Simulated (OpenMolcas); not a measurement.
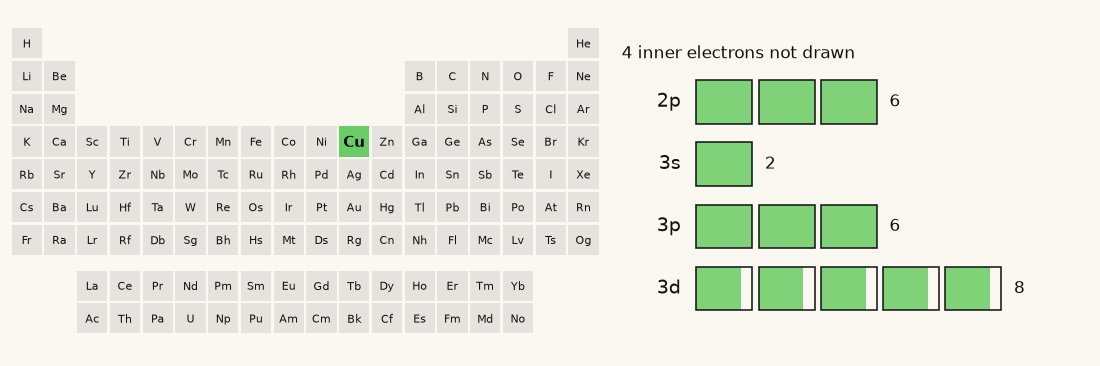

Figure 1. Left, the place of copper in the periodic table; right, the outer shells of the leading configuration of the lowest level: a box for each of the 2l + 1 orbitals, shaded by the share of the shell that is filled, with the electron count at the right.

**Multiconfigurational calculation, with input and output: Cu³⁺ complex**

System: Cu³⁺ with 6 ligands (Cl; octahedron, 2.3 Å), neutralised by 6 outer point charges of +0.5 e, whose field is part of the energies.
Method: state-averaged CASSCF, active space 8 electrons in the shell 3d, basis ANO-RCC-VTZP on the metal and ANO-RCC-VDZP on the ligands, DKH2 scalar Hamiltonian, spin-orbit coupling by RASSI with atomic mean-field integrals (OpenMolcas).

### Summary

| quantity | value |
| --- | --- |
| outcome | converged |
| energy of the lowest spin-free term | −4419.64515 hartree |
| energy of the lowest spin-orbit level | −4419.64592 hartree |
| largest spread among components of a term | 0.0 cm⁻¹ |
| hardware | 1 thread of Arm Neoverse V1, 24 GiB of memory available, shared host |
| wall time | 44 s |
| peak memory | 0.2 GiB |

### Remarks

Without dynamic correlation the splittings between terms come out too large, often by 20 to 50 %. Limits: distances are set from ionic radii, not optimised.

### The input
```
&GATEWAY
Coord
7

Cu 0.0 0.0 0.0
Cl 2.300000 0.000000 0.000000
Cl 0.000000 2.300000 0.000000
Cl -2.300000 0.000000 0.000000
Cl 0.000000 -2.300000 0.000000
Cl 0.000000 0.000000 2.300000
Cl 0.000000 0.000000 -2.300000
Basis=Cu.ANO-RCC-VTZP,Cl.ANO-RCC-VDZP
Group=XYZ
NoMove
AngMom=0.0 0.0 0.0
AMFI
RICD
XField
3 Angstrom 0
4.900000 0.000000 0.000000 0.500000
0.000000 4.900000 0.000000 0.500000
0.000000 0.000000 4.900000 0.500000
&SEWARD
&RASSCF
FileOrb=start.orb
Symmetry=1
Spin=3
nActEl=8 0 0
Inactive=30 33
Ras2=5 0
CIRoot=10 10 1
SDav=10
CIMx=300
Iter=150 100
PrWF=0.3
OrbListing=Nothing
MaxOrb=0
LevShft=1.0
>>> COPY $Project.JobIph JOB001
&RASSCF
FileOrb=start.orb
Symmetry=1
Spin=1
nActEl=8 0 0
Inactive=30 33
Ras2=5 0
CIRoot=15 15 1
SDav=15
CIMx=300
Iter=150 100
PrWF=0.3
OrbListing=Nothing
MaxOrb=0
LevShft=1.0
>>> COPY $Project.JobIph JOB002
&RASSI
NrOfJobIphs=2 10 15
1 2 3 4 5 6 7 8 9 10
1 2 3 4 5 6 7 8 9 10 11 12 13 14 15
IphNames
JOB001
JOB002
EJob
SpinOrbit
DIPRint=1.0
SOCoupling=1000.0
Subsets=2
Property=9
'ANGMOM' 1 'ANGMOM' 2 'ANGMOM' 3 'MLTPL  1' 1 'MLTPL  1' 2 'MLTPL  1' 3
'AMFI' 1 'AMFI' 2 'AMFI' 3
SOProperty=3
'ANGMOM' 1 'ANGMOM' 2 'ANGMOM' 3
```

The file start.orb holds starting orbitals from an earlier step. A driver script formed the levels outside the program, from RASSI's spin-orbit matrix and the active-space energies, averaged over the components of each term or state.

Launched with:
```bash
OMP_NUM_THREADS=1 MOLCAS_MEM=2457 MOLCAS_PROJECT=a pymolcas a.inp > a.log  # once for each step of the input, in one work folder
```

### The program's output (extracts)
```
--- SEWARD ---
Basis set label: CU.ANO-RCC...6S5P3D2F1G.

      Electronic valence basis set:
      ------------------
      Associated Effective Charge  29.000000 au
      Associated Actual Charge     29.000000 au
      Nuclear Model: Point charge

      Shell  nPrim  nBasis  Cartesian Spherical Contaminant
         s      21       6        X
         p      15       5        X
         d      10       3                 X
         f       6       2                 X
         g       4       1                 X
                  Relativistic Douglas-Kroll-Hess integrals:
                    - DKH order of Hamiltonian: 2
                    - DKH order of Properties : 0
                  Atomic mean-field integrals
--- RASSCF ---
Wave function specifications:
      -----------------------------

      Number of closed shell electrons         126
      Number of electrons in active shells       8
      Max number of holes in RAS1 space          0
      Max nr of electrons in RAS3 space          0
      Number of inactive orbitals               63
      Number of active orbitals                  5
      Number of secondary orbitals              99
      Spin quantum number                      1.0
      State symmetry                             1
Orbital specifications:
      -----------------------

      Symmetry species                           1   2
                                                ag  au
      Frozen orbitals                            0   0
      Inactive orbitals                         30  33
      Active orbitals                            5   0
      RAS1 orbitals                              0   0
      RAS2 orbitals                              5   0
      RAS3 orbitals                              0   0
      Secondary orbitals                        49  50
      Deleted orbitals                           0   0
      Number of basis functions                 84  83
      Number of CSFs                            10
      Number of root(s) required                10
      Iter CI   SX   CI       RASSCF       Energy    max ROT     max BLB   max BLB  Level Ln srch  Step   QN
          iter iter root      energy       change     param      element    value   shift minimum  type update
 Nr of preliminary CI iterations:   1
      Total energies have been shifted. Add                -4000.00 au
        1   1   13    0  -418.67492792    0.00E+00  -7.91E-02   33  39 1  6.57E-01*  2.14   0.00    SX    NO
        2   1   14    0  -419.29061105   -6.16E-01* -7.00E-02   35  47 1  1.90E-01*  1.66   0.00    SX    NO
        3   1   14    0  -419.47713863   -1.87E-01* -6.34E-02   11  34 2  1.10E-01*  1.56   0.00    SX    NO
        4   1   14    0  -419.53644383   -5.93E-02* -4.36E-02   11  34 2  6.02E-02*  1.45   0.00    SX    NO
        5   1   13    0  -419.55758236   -2.11E-02* -4.90E-02   11  34 2  3.37E-02*  1.41   2.43    LS   YES
        6   1   13    0  -419.56847871   -1.09E-02* -2.83E-02    3  57 1  2.13E-02*  1.36   1.27    QN   YES
        7   1   13    0  -419.57207663   -3.60E-03* -2.28E-02   35  41 1 -1.33E-02*  1.33   1.89    LS   YES
        8   1   13    0  -419.57309552   -1.02E-03* -8.24E-03   32  38 1 -1.78E-02*  1.32   1.10    QN   YES
        9   1   12    0  -419.57418722   -1.09E-03* -9.71E-03    9  34 2  4.71E-03*  1.33   1.40    QN   YES
       10   1   11    0  -419.57453807   -3.51E-04* -8.36E-03    3  57 1 -2.93E-03*  1.33   1.31    QN   YES
        ...
       20   1    8    0  -419.57472719   -4.80E-08* -2.00E-05   32  44 1 -9.62E-05   1.32   0.97    QN   YES
       21   1    7    0  -419.57472723   -3.72E-08* -2.15E-05   32  44 1 -3.53E-05   1.32   2.08    LS   YES
       22   1    7    0  -419.57472724   -1.33E-08* -1.78E-05   33  45 1  4.09E-05   1.32   0.99    QN   YES
       23   1    6    0  -419.57472725   -4.65E-09  -1.95E-05   33  45 1  1.44E-05   1.32   2.50    QN   YES
      Convergence after 23 iterations
       24   1    6    0  -419.57472725   -2.68E-09  -1.95E-05   33  45 1 -5.66E-06   1.32   2.50    QN   YES
      Natural orbitals and occupation numbers for root  1
      sym 1:   1.000000   2.000000   1.000000   2.000000   2.000000
      Natural orbitals and occupation numbers for root  2
      sym 1:   1.000001   1.999999   1.000001   2.000000   1.999999
      Natural orbitals and occupation numbers for root  3
      sym 1:   1.996409   1.996409   1.003591   1.003591   2.000000
::    RASSCF root number  1 Total energy:  -4419.64515360
::    RASSCF root number  2 Total energy:  -4419.61046789
::    RASSCF root number  3 Total energy:  -4419.61046789
::    RASSCF root number  4 Total energy:  -4419.61046789
::    RASSCF root number  5 Total energy:  -4419.57939048
::    RASSCF root number  6 Total energy:  -4419.57939048
::    RASSCF root number  7 Total energy:  -4419.57939048
::    RASSCF root number  8 Total energy:  -4419.51084794
::    RASSCF root number  9 Total energy:  -4419.51084794
::    RASSCF root number 10 Total energy:  -4419.51084794
--- RASSCF ---
Wave function specifications:
      -----------------------------

      Number of closed shell electrons         126
      Number of electrons in active shells       8
      Max number of holes in RAS1 space          0
      Max nr of electrons in RAS3 space          0
      Number of inactive orbitals               63
      Number of active orbitals                  5
      Number of secondary orbitals              99
      Spin quantum number                      0.0
      State symmetry                             1
Orbital specifications:
      -----------------------

      Symmetry species                           1   2
                                                ag  au
      Frozen orbitals                            0   0
      Inactive orbitals                         30  33
      Active orbitals                            5   0
      RAS1 orbitals                              0   0
      RAS2 orbitals                              5   0
      RAS3 orbitals                              0   0
      Secondary orbitals                        49  50
      Deleted orbitals                           0   0
      Number of basis functions                 84  83
      Number of CSFs                            15
      Number of root(s) required                15
      Iter CI   SX   CI       RASSCF       Energy    max ROT     max BLB   max BLB  Level Ln srch  Step   QN
          iter iter root      energy       change     param      element    value   shift minimum  type update
 Nr of preliminary CI iterations:   1
      Total energies have been shifted. Add                -4000.00 au
        1   1   10    0  -419.49270502    0.00E+00   1.55E-02   34  40 1 -1.34E-02*  1.36   0.00    SX    NO
        2   1   11    0  -419.49398960   -1.28E-03* -1.35E-02   34  40 1 -8.88E-03*  1.35   0.00    SX    NO
        3   1   11    0  -419.49489342   -9.04E-04* -1.17E-02   34  40 1 -7.19E-03*  1.35   0.00    SX    NO
        4   1   11    0  -419.49555943   -6.66E-04* -1.03E-02   34  40 1 -5.59E-03*  1.34   0.00    SX    NO
        5   1   11    0  -419.49606096   -5.02E-04* -5.54E-02   34  40 1 -4.70E-03*  1.33   2.50    QN   YES
        6   1   10    0  -419.49763278   -1.57E-03* -2.02E-02   24  36 1 -3.12E-03*  1.30   1.39    QN   YES
        7   1   10    0  -419.49779473   -1.62E-04* -5.85E-03   24  36 1 -2.27E-03*  1.29   1.26    QN   YES
        8   1   10    0  -419.49781770   -2.30E-05*  3.54E-03   24  36 1 -1.41E-03*  1.29   1.73    QN   YES
        9   1    9    0  -419.49783241   -1.47E-05* -1.85E-03   34  40 1  7.12E-04*  1.29   1.48    QN   YES
       10   1    9    0  -419.49783776   -5.36E-06* -1.34E-03   26  35 2  2.97E-04*  1.29   1.35    QN   YES
       11   1    8    0  -419.49783908   -1.32E-06* -4.43E-04   24  36 1  2.72E-04*  1.29   1.25    QN   YES
       12   1    7    0  -419.49783942   -3.38E-07*  1.69E-04   24  36 1  1.54E-04*  1.29   1.37    QN   YES
       13   1    7    0  -419.49783955   -1.35E-07*  2.41E-04   24  36 1  6.23E-05   1.29   1.41    QN   YES
       14   1    7    0  -419.49783959   -4.13E-08*  9.62E-05   33  39 1 -3.19E-05   1.29   1.29    QN   YES
       15   1    6    0  -419.49783960   -8.00E-09   1.98E-05   19  36 1  1.61E-05   1.29   1.38    QN   YES
      Convergence after 15 iterations
       16   1    6    0  -419.49783960   -2.27E-09   1.98E-05   34  40 1  6.68E-06   1.29   1.38    QN   YES
      Natural orbitals and occupation numbers for root  1
      sym 1:   1.016596   1.999973   1.016596   1.984083   1.982752
      Natural orbitals and occupation numbers for root  2
      sym 1:   1.016596   1.977899   1.016596   1.993789   1.995120
      Natural orbitals and occupation numbers for root  3
      sym 1:   1.999463   1.941968   1.062288   1.931067   1.065213
::    RASSCF root number  1 Total energy:  -4419.57655760
::    RASSCF root number  2 Total energy:  -4419.57655760
::    RASSCF root number  3 Total energy:  -4419.53697956
::    RASSCF root number  4 Total energy:  -4419.53697956
::    RASSCF root number  5 Total energy:  -4419.53697955
::    RASSCF root number  6 Total energy:  -4419.53415449
::    RASSCF root number  7 Total energy:  -4419.51346725
::    RASSCF root number  8 Total energy:  -4419.51346725
::    RASSCF root number  9 Total energy:  -4419.51346725
::    RASSCF root number 10 Total energy:  -4419.45961462
::    RASSCF root number 11 Total energy:  -4419.45961462
::    RASSCF root number 12 Total energy:  -4419.45863921
::    RASSCF root number 13 Total energy:  -4419.45863921
::    RASSCF root number 14 Total energy:  -4419.45863921
::    RASSCF root number 15 Total energy:  -4419.33383709
--- RASSI ---
SPIN-FREE ENERGIES:
  (Shifted by EMIN (a.u.) =      -4419.6451535971)

 SF State       Relative EMIN(au)   Rel lowest level(eV)    D:o, cm**(-1)

     1             0.0000000000        0.0000000000              0.0000
     2             0.0346857081        0.9438462005           7612.6330
     3             0.0346857081        0.9438462005           7612.6330
     4             0.0346857081        0.9438462005           7612.6330
     5             0.0657631193        1.7895056390          14433.3364
     6             0.0657631193        1.7895056390          14433.3364
     7             0.0657631193        1.7895056390          14433.3364
    11             0.0685959927        1.8665920516          15055.0802
    12             0.0685959927        1.8665920516          15055.0802
    13             0.1081740415        2.9435656254          23741.4579
    14             0.1081740415        2.9435656254          23741.4579
    15             0.1081740423        2.9435656480          23741.4581
    16             0.1109991109        3.0204396806          24361.4890
    17             0.1316863443        3.5833679769          28901.8119
    18             0.1316863443        3.5833679769          28901.8119
    19             0.1316863443        3.5833679769          28901.8119
     8             0.1343056572        3.6546431123          29476.6846
     9             0.1343056572        3.6546431123          29476.6846
    10             0.1343056572        3.6546431123          29476.6846
    20             0.1855389807        5.0487728669          40721.0994
    21             0.1855389807        5.0487728669          40721.0994
    22             0.1865143859        5.0753149963          40935.1761
    23             0.1865143859        5.0753149963          40935.1761
    24             0.1865143865        5.0753150107          40935.1762
    25             0.3113165081        8.4713537469          68326.0759
     Dipole printing threshold changed to   1.00000000E+00
Eigenvalues of complex Hamiltonian:
   -----------------------------------
  (Shifted by EMIN (a.u.) =      -4419.6451535971)

 SO State       Relative EMIN(au)   Rel lowest level(eV)    D:o, cm**(-1)

     1            -0.0007676779        0.0000000000              0.0000
     2            -0.0007676779        0.0000000001              0.0000
     3            -0.0007676779        0.0000000000              0.0000
     4             0.0324099767        0.9028099734           7281.6535
     5             0.0324099767        0.9028099721           7281.6535
     6             0.0332615207        0.9259816654           7468.5458
     7             0.0332615206        0.9259816641           7468.5458
     8             0.0332615206        0.9259816639           7468.5458
     9             0.0358337876        0.9959766153           8033.0932
    10             0.0358337877        0.9959766166           8033.0932
    11             0.0358337877        0.9959766167           8033.0932
    12             0.0366381748        1.0178651059           8209.6357
    13             0.0609495262        1.6794106773          13545.3606
    14             0.0638328885        1.7578709632          14178.1855
    15             0.0638328885        1.7578709630          14178.1855
    16             0.0638328884        1.7578709615          14178.1855
    17             0.0645650539        1.7777941977          14338.8772
    18             0.0645650539        1.7777941975          14338.8772
    19             0.0682200406        1.8772514544          15141.0541
    20             0.0682200406        1.8772514546          15141.0541
    21             0.0682200407        1.8772514560          15141.0541
    22             0.0729021545        2.0046582632          16168.6593
    23             0.0729021546        2.0046582648          16168.6593
    24             0.1073355034        2.9416374185          23725.9058
    25             0.1073355033        2.9416374184          23725.9058
    26             0.1073355041        2.9416374402          23725.9060
    27             0.1112016976        3.0468419232          24574.4374
    28             0.1317190890        3.6051485846          29077.4843
    29             0.1317190890        3.6051485846          29077.4843
    30             0.1317190890        3.6051485846          29077.4843
    31             0.1332663298        3.6472511538          29417.0644
    32             0.1332663298        3.6472511537          29417.0644
    33             0.1340550800        3.6687141390          29590.1751
    34             0.1340550800        3.6687141389          29590.1751
    35             0.1340550800        3.6687141398          29590.1751
    36             0.1356748640        3.7127907059          29945.6766
    37             0.1356748640        3.7127907059          29945.6766
    38             0.1356748640        3.7127907060          29945.6766
    39             0.1366018839        3.7380162040          30149.1339
    40             0.1857459430        5.0752941766          40935.0082
    41             0.1857459430        5.0752941766          40935.0082
Weights of the five most important spin-orbit-free states for each spin-orbit state.

 SO State  Total energy (au)           Spin-free states, spin, and weights
 -------------------------------------------------------------------------------------------------------
    1        -0.000768       1 1.0  0.9810    2 1.0  0.0091    3 1.0  0.0067    4 1.0  0.0025   14 0.0  0.0004
    2        -0.000768       1 1.0  0.9810    4 1.0  0.0089    3 1.0  0.0088   15 0.0  0.0007    2 1.0  0.0005
    3        -0.000768       1 1.0  0.9810    2 1.0  0.0086    4 1.0  0.0068    3 1.0  0.0028   13 0.0  0.0004
    4         0.032410       4 1.0  0.5082    3 1.0  0.4585    7 1.0  0.0151   11 0.0  0.0068    6 1.0  0.0044
    5         0.032410       2 1.0  0.6440    3 1.0  0.1868    4 1.0  0.1372    5 1.0  0.0119    6 1.0  0.0107
    6         0.033262       3 1.0  0.4933    4 1.0  0.4933    6 1.0  0.0063    5 1.0  0.0063   18 0.0  0.0006
    7         0.033262       2 1.0  0.4933    4 1.0  0.4907    7 1.0  0.0063    5 1.0  0.0063    3 1.0  0.0027
    8         0.033262       2 1.0  0.4933    3 1.0  0.4907    7 1.0  0.0063    6 1.0  0.0063    4 1.0  0.0027
    9         0.035834       3 1.0  0.4851    4 1.0  0.4851    1 1.0  0.0180    6 1.0  0.0051    5 1.0  0.0051
   10         0.035834       2 1.0  0.4851    4 1.0  0.4808    1 1.0  0.0180    7 1.0  0.0051    5 1.0  0.0051
   11         0.035834       2 1.0  0.4851    3 1.0  0.4808    1 1.0  0.0180    7 1.0  0.0051    6 1.0  0.0051
   12         0.036638       2 1.0  0.3333    3 1.0  0.3333    4 1.0  0.3333   12 0.0  0.0000   11 0.0  0.0000
```

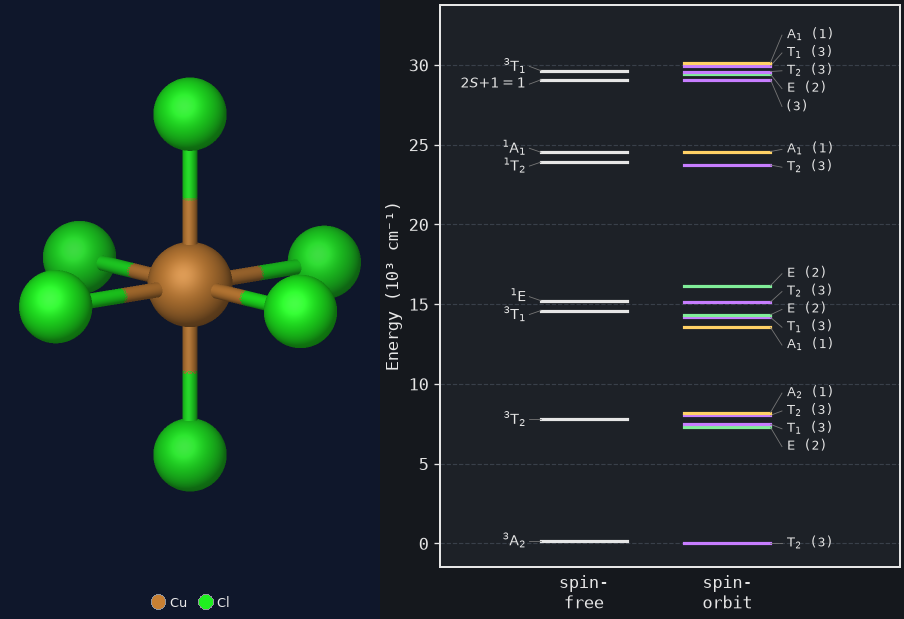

Figure 2. Cu³⁺ (3d⁸) with 6 ligands, Cl⁻, at 2.3 Å (arrangement: octahedron, Oh), neutralised by outer point charges of +0.5 e, and its levels. Labels give the representation in O, Td, D4 or D3 as the site allows (double group for half-integer spin) where it could be assigned and, in brackets, the degeneracy; spin-free states, where drawn, share the zero of the spin-orbit levels. The ground level is T₂, 3-fold degenerate, 100 % from states of spin multiplicity 3. The next level lies at 7,280 cm⁻¹ (E). The lowest spin-free state is ³A₂; of the same spin there follow at 7,610 cm⁻¹ (³T₂), 14,400 cm⁻¹ (³T₁) and 29,500 cm⁻¹ (³T₁) above it. The active orbitals hold 80 to 96 % metal character (Löwdin), and the Mulliken charge of the metal is +0.81.
